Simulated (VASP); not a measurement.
Band structure of Bi (space group R-3m). Computed with PBE GGA, VASP's PBE PAW potentials (set 64) (plane waves; VASP).

Unless said otherwise, spin-orbit coupling is left out, though it shifts the bands of the heavy elements here.

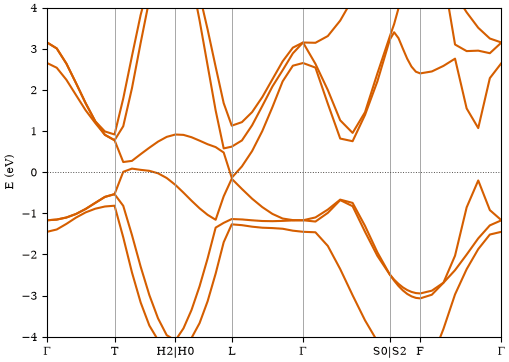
Figure. Bands along high-symmetry lines, zero at the valence-band maximum or, without a gap, the Fermi level

Read the plot: is there a gap, and where are the band edges?

It has no gap at this level: it comes out as a metal or semimetal.

The structure is a typed Bi crystal. The cell was not relaxed at this level.
